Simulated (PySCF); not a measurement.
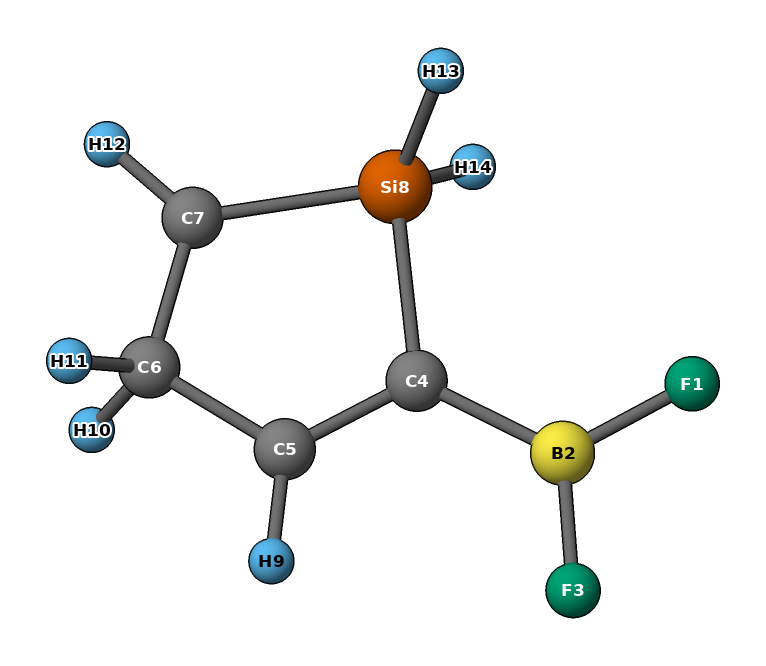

The questions are on Mulliken spin populations. Charge 0, doublet. Computed geometry: GFN2-xTB optimisation. No frequency run is at hand to confirm it as a minimum. Level of theory: UKS B3LYP, pcH-1 on B C F H Si, non-relativistic (PySCF 2.14.0).

Question: Which atom carries the largest spin population?

Answer: C7 (1.01 e).

Question: Which atom has the lowest spin population?

Answer: C6 (−0.08 e); a negative value comes from spin polarisation.

List the Mulliken spin populations.

| atom | value (e) |
| --- | --- |
| F1 | 0.00 |
| B2 | 0.00 |
| F3 | 0.00 |
| C4 | −0.01 |
| C5 | 0.02 |
| C6 | −0.08 |
| C7 | 1.01 |
| Si8 | −0.03 |
| H9 | 0.00 |
| H10 | 0.04 |
| H11 | 0.04 |
| H12 | −0.04 |
| H13 | 0.03 |
| H14 | 0.03 |

Mulliken values depend strongly on the basis set. The geometry is semi-empirical. Around B, Si such bond lengths and angles can be off by a tenth of an ångström or more and by several degrees, and values that hang on the shape move with them.
